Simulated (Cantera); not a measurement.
Feed: 1 mol SiO2, 1.5 mol CO, 0.00051 mol N2, at 0.000890 bar.

Equilibrium computed with Cantera from the NASA thermochemical tables; the gas is ideal and each condensed phase is pure. Candidate condensed phases: C, Si, SiC, SiO2, Si2N2O, Si3N4; 34 gas species. The tables hold silica as quartz up to 1696 K and as liquid above; real silica turns to tridymite and cristobalite and melts near 1996 K. Rates play no part.

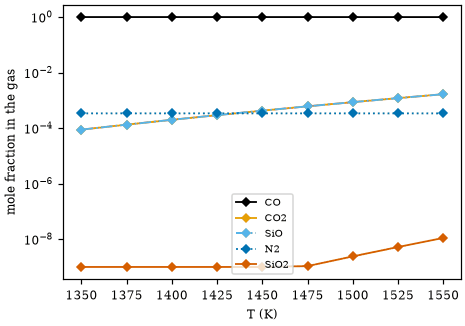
Figure. Equilibrium gas composition (values under 1e-9 drawn at 1e-9)

Q: Read off the mole fractions at 1500 K.

A: CO about 1.00, CO2 about 0.00086, SiO about 0.00086, N2 about 0.00034.
